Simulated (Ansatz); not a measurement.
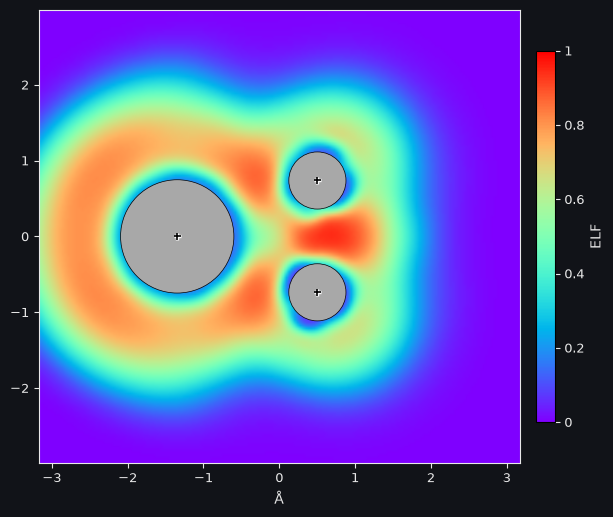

The electron localisation function on a plane through atoms (crosses mark nuclei in the plane; grey discs cover the cores).

Theory: RKS PBE0-D4/def2-TZVPP (Ansatz 0.2.0).

Candidates:
A. C$_{2}$H$_{5}$As (SMILES C1C[AsH]1)
B. CH$_{6}$FNSi (SMILES FCN[SiH3])
C. CH$_{7}$AlN$_{2}$ (SMILES NC[NH][AlH2])

> Which candidate gave the map?

Candidate A: C$_{2}$H$_{5}$As on the plane of atoms C2, C1 and As3, which holds C and As. C–C (1.47 Å): the ELF peaks at about 0.95 between the atoms (localised, covalent bonding). C–As (1.99 Å): the ELF peaks at about 0.80 in the valence shell of C, 0.7 Å from its nucleus, and is about 0.60 at the midpoint.
